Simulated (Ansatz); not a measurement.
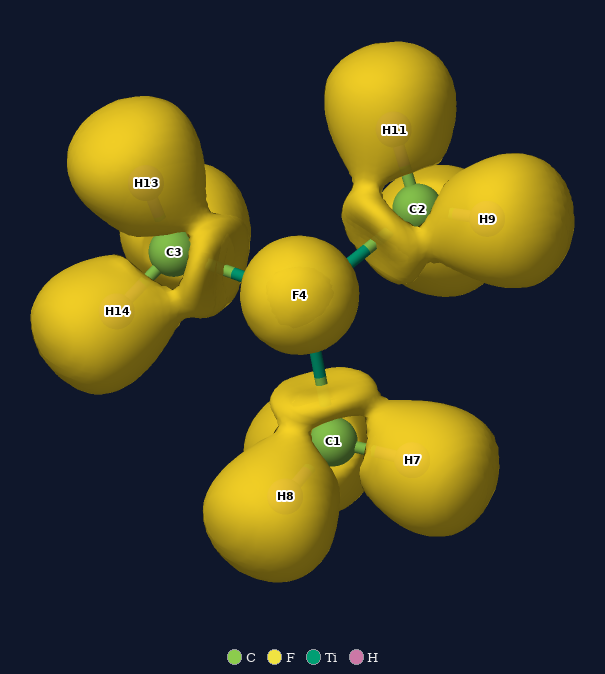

*C₃H₉FTi. Isosurface of the ELF at 0.75 (yellow), seen across its widest extent. Only the valence region is drawn (cores and ρ < 0.01 e/Å³ removed).*

Geometry: PBE0-D4/def2-SVP.

All numbers below come from isolated molecule in a Gaussian basis; Kohn-Sham density functional theory, functional PBE0 (Ansatz).

```yaml
atoms:
  - { symbol: C, position_ang: [-1.5790, 1.0803, -0.0277] }
  - { symbol: C, position_ang: [1.2468, 0.1916, 1.4404] }
  - { symbol: C, position_ang: [0.1158, -1.5285, -1.1467] }
  - { symbol: F, position_ang: [1.1963, 1.4000, -1.4536] }
  - { symbol: Ti, position_ang: [0.3079, 0.3595, -0.3734] }
  - { symbol: H, position_ang: [-2.1885, 0.2854, 0.4372] }
  - { symbol: H, position_ang: [-1.5199, 1.9399, 0.6631] }
  - { symbol: H, position_ang: [-2.0576, 1.4053, -0.9668] }
  - { symbol: H, position_ang: [1.5816, 1.1769, 1.8061] }
  - { symbol: H, position_ang: [0.5449, -0.2498, 2.1697] }
  - { symbol: H, position_ang: [2.1238, -0.4715, 1.3369] }
  - { symbol: H, position_ang: [-0.2116, -2.2143, -0.3455] }
  - { symbol: H, position_ang: [1.0723, -1.8852, -1.5644] }
  - { symbol: H, position_ang: [-0.6456, -1.5189, -1.9465] }
```

**Identify the bonds, lone pairs and shells in this picture.**

The ELF exceeds this value in one region wrapped around F (its valence shell) and three joined regions spread over several atoms (C, H), in which their bonds and any lone pairs are merged. Along the contacts the grid gives the following. Ti–F (1.74 Å): the ELF peaks at about 0.85 in the valence shell of F, 0.5 Å from its nucleus, and drops to about 0.20 between the two atoms. C–Ti (2.05 Å): the ELF peaks at about 0.95 in the valence shell of C, 0.7 Å from its nucleus, and is about 0.60 at the midpoint.
